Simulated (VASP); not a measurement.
Band structure of PtF₂ (space group P-3m1). These are PBE GGA, VASP's PBE PAW potentials (set 64) (plane waves; VASP) values and carry that method's errors.

Unless said otherwise, spin-orbit coupling is left out, though it shifts the bands of the heavy elements here.

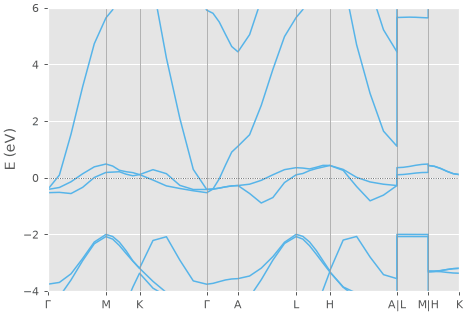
Figure. Bands along high-symmetry lines, zero at the valence-band maximum or, without a gap, the Fermi level

Q: Read the plot: is there a gap, and where are the band edges?

A: It has no gap at this level: it comes out as a metal or semimetal.

The structure was generated: PtF2 was put into an ordered model structure, which need not be its known phase. The cell was not relaxed at this level.
